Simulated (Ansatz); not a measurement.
```
atom    x (Å)    y (Å)    z (Å)
   B  -0.3072   0.4139   0.2589
   N   0.5981   0.1574   1.4904
   H   0.1548  -0.4336   2.2048
   H   1.5070  -0.2608   1.2689
   H   0.3125   0.4668  -0.7810
  Cl  -1.7891  -0.7185   0.1728
   N  -0.7923   1.8948   0.6656
   H  -0.8432   2.5781  -0.1010
  Si   0.5702   2.2916   1.9480
   H   0.3481   1.9200   3.3847
   H   1.9702   2.3388   1.4175
   H   0.2254   3.7801   1.9932
   H  -1.7253   1.8842   1.1061
```

The calculation used RKS PBE-D4/6-31G* (Ansatz 0.2.0).

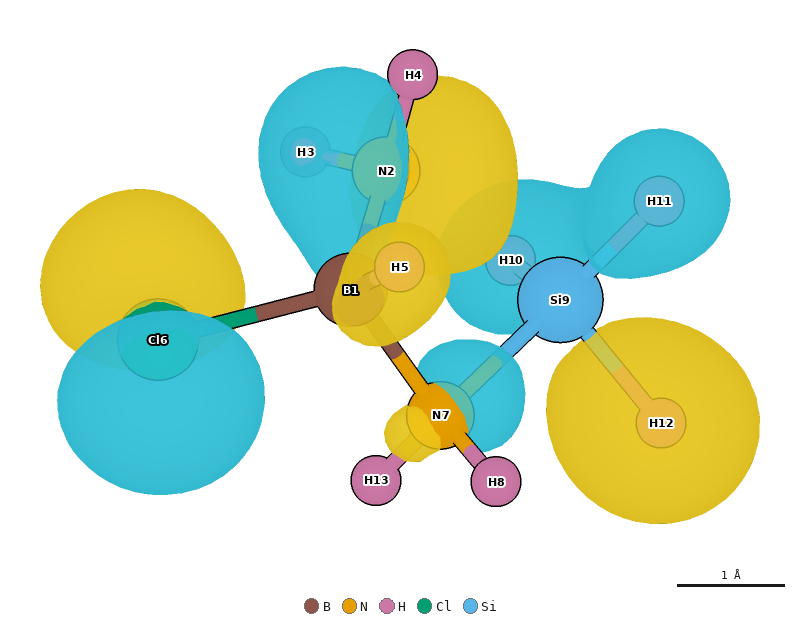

BClH$_{8}$N$_{2}$Si. One frontier orbital at ±0.1 Å⁻³ᐟ² (yellow and cyan are the two phases), seen at a tilt.

**Which orbital is it: HOMO or LUMO?**

The HOMO, at −5.96 eV. Its weight (Hirshfeld) is mainly on Cl6 (about 30 %), N2 (about 25 %), Si9 (about 10 %) and H12 (about 10 %).
